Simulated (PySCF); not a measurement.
## EPR calculation of Si2H2O3 (charge +1)

Si2H2O3 (hydroxylated disilicon oxide cation), charge +1, multiplicity 2, SMILES O[Si+](O)O[Si], computed with UKS B3LYP, IGLO-III on O Si, pcH-1 on H, non-relativistic, mean-field spin-orbit, GIAO (PySCF 2.14.0).

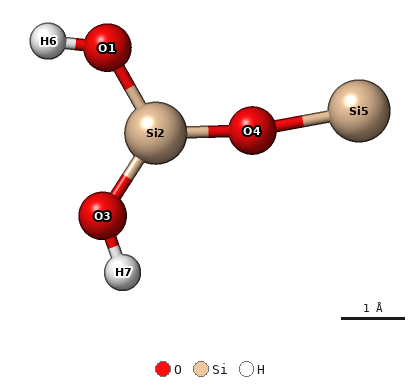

Figure 1. The structure (ball-and-stick view, seen on its broad side; atoms are numbered from 1 in the order of the input). Bond lengths as drawn: H–O 0.97 Å and O–Si 1.57 to 1.76 Å.

**Key numbers**

| quantity | value |
| --- | --- |
| outcome | converged |
| total energy | −805.846587 hartree |
| ⟨S²⟩ | 0.755 |
| isotropic g | 1.9489 |
| hardware | 1 CPU thread, shared host |
| wall time | 17 s |
| peak memory | 0.7 GiB |

**Notes**

Checks after the run noted: orbitally degenerate or nearly so: second-order g, spin-orbit hyperfine and D do not apply.

**The input**
```
{"job": {"kind": "epr"}, "charge": 1, "multiplicity": 2}
O     -0.393616     1.416048     0.819446
Si    -0.106047     0.069017     0.038305
O     -1.357995    -0.795059    -0.412999
O      1.388391    -0.320417    -0.236563
Si     3.124201    -0.529322    -0.412458
H     -1.267330     1.766729     1.044252
H     -1.353546    -1.635542    -0.891016
```

The first line tells a small driver script what to run in PySCF; the rest is the geometry in Å.

Run as:
```bash
OMP_NUM_THREADS=1 python <driver script> task.json out
```

**The program's output**
```
UKS, coarse grid
  cycle   1  E = -805.42435149  |g| = 9.76e-01
  cycle   2  E = -800.21484129  |g| = 2.75e+00
  cycle   3  E = -805.55858517  |g| = 6.16e-01
  cycle   4  E = -805.81130942  |g| = 2.75e-01
  cycle   5  E = -805.83967391  |g| = 9.47e-02
  cycle   6  E = -805.84472001  |g| = 5.66e-02
  cycle   7  E = -805.84608555  |g| = 2.98e-02
  cycle   8  E = -805.84656913  |g| = 4.06e-03
  cycle   9  E = -805.84657795  |g| = 2.95e-03
  cycle  10  E = -805.84658264  |g| = 6.48e-04
UKS, final grid
  cycle   1  E = -805.84658447  |g| = 9.05e-04
  cycle   2  E = -805.84658406  |g| = 1.69e-03
  cycle   3  E = -805.84658509  |g| = 1.74e-04
  cycle   4  E = -805.84658522  |g| = 1.43e-04
  cycle   5  E = -805.84658546  |g| = 1.18e-04
  cycle   6  E = -805.84658571  |g| = 1.06e-04
  cycle   7  E = -805.84658613  |g| = 1.00e-04
  cycle   8  E = -805.84658713  |g| = 6.66e-05
  cycle   9  E = -805.84658732  |g| = 2.32e-05
  cycle  10  E = -805.84658733  |g| = 1.09e-05
  cycle  11  E = -805.84658734  |g| = 4.56e-06
E = -805.84658734 Eh   <S^2> = 0.7551 (exact 0.7500)
g shifts (ppm)      1          2          3
  rmc          -137       -137       -137
  gc             36         32         -4
  oz_so     -150609      -9490         70
  total     -150709      -9594        -70
hyperfine (MHz)  atom isotope    a_iso     a_fc   dipolar eigenvalues
    0   17O      -0.52      -0.52     -1.94      0.70      1.24
    1  29Si      -7.73      -7.73    -15.11      7.02      8.08
    2   17O      -0.99      -0.99     -2.24      1.00      1.24
    3   17O       2.64       2.64     -5.47      1.27      4.20
    4  29Si     -22.38     -22.38   -223.93    109.72    114.20
    5    1H      -0.65      -0.65     -1.03     -0.68      1.71
    6    1H      -0.38      -0.38     -0.85     -0.44      1.29
```

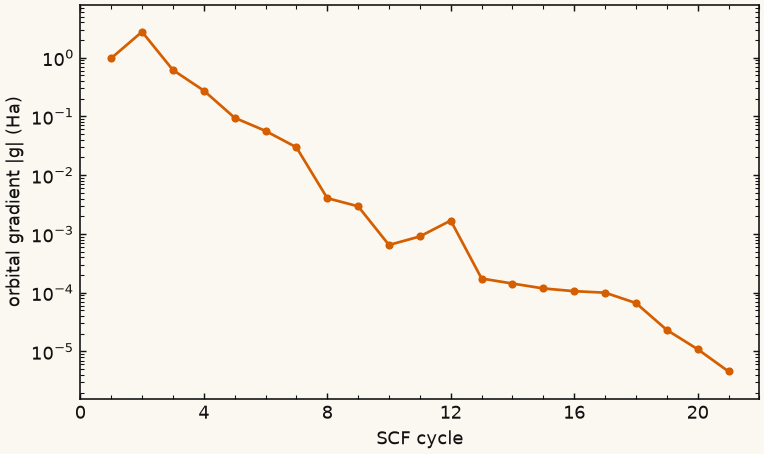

Figure 2. Convergence of the self-consistent field: orbital gradient |g| against the SCF cycle. All cycles printed in the log are drawn one after another.

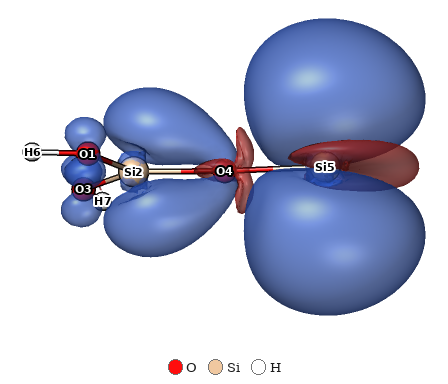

Figure 3. Isosurfaces of the spin density at +0.004 (blue) and −0.004 e/Å³ (red), seen from the side. The unpaired spin (1 electron) lies mostly on Si5 (about 0.9), in electrons by Hirshfeld's partition.

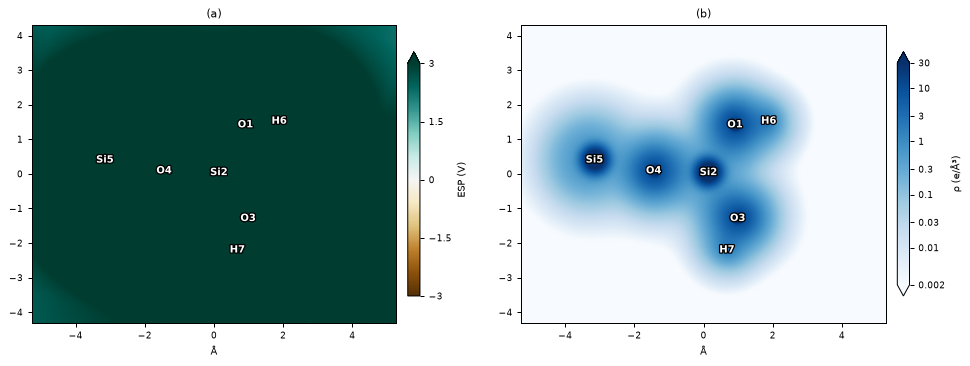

Figure 4. (a) electrostatic potential; (b) electron density on the molecular plane. The section cuts through O, Si and H sites. Si–O (1.57 Å): ρ is about 1.3 e/Å³ halfway. O–H (0.97 Å): ρ is about 3.7 e/Å³ halfway, with its minimum of 2.4 e/Å³ about 0.7 Å from O. Si–O (1.76 Å): ρ at the midpoint is about 0.8 e/Å³. The potential has no marked negative region in this plane.
